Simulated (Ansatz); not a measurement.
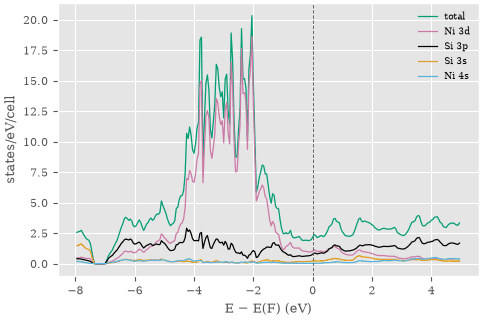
Figure. Total and projected density of states of SiNi in space group Pnma (No. 62; Ni on 4c, Si on 4c), DFT-PBEsol in the program Ansatz with PAW potentials

Which orbitals carry the states next to the Fermi level?

Within 0.5 eV of the Fermi level: Ni 3d 49 %, Si 3p 35 %, Si 3s 10 %. Projections are on Löwdin-orthogonalised atomic valence shells; empty p or d shells of many metals are not among them.

Where is the tallest occupied peak in this window, and what makes it?

Near -2.0 eV, about 20 states/eV per cell; the largest projected share is Ni 3d.

The cell was relaxed with PBEsol under the symmetry of its start. The workflow began spin-polarised and lost its moments.

Potentials: the later of the program's two PAW sets.
